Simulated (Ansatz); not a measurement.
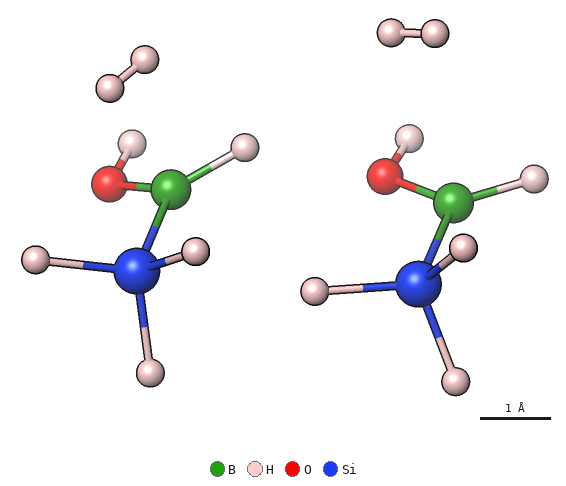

Two geometries of BSiH₇O, drawn at one scale. One is the start of a relaxation, the other its converged end. Style: ball-and-stick. Shown from a free direction.

The calculation used RKS PBE-D4/cc-pVDZ (Ansatz 0.2.0). (no spin polarisation; force threshold 0.03 eV/Å; at most 50 steps)

Q: Which geometry has the lower energy?

A: The right one is the relaxed one. The run prepares an end point of a later path (reaction) calculation, from a guessed geometry. Over 14 accepted moves (16 points after the start) the energy falls by 3.56 kcal/mol. The largest force component goes from 1.5 to 0.014 eV/Å. The line search rejected the trial steps at points 7, 9 of the run. The forces were under the threshold at step 12, but the run went on from there. The largest move after the best rigid fit is that of an H atom, 0.83 Å. By element the largest moves are H 0.83 Å, B 0.22 Å, Si 0.19 Å, O 0.17 Å. Among the contacts that change: B–Si 1.978 → 2.035 Å, H–H 0.723 → 0.769 Å, H–Si 1.517 → 1.511 Å. Groups turn about B–Si by about 30°. The run took 15 s on 1 thread of AMD EPYC 9R45 96-Core Processor (Zen 5), on a shared host, peak memory 0.14 GiB.

Limits of the set-up: the start holds two separate molecules, 2.4 Å apart at their closest, whose relative position is a soft coordinate.
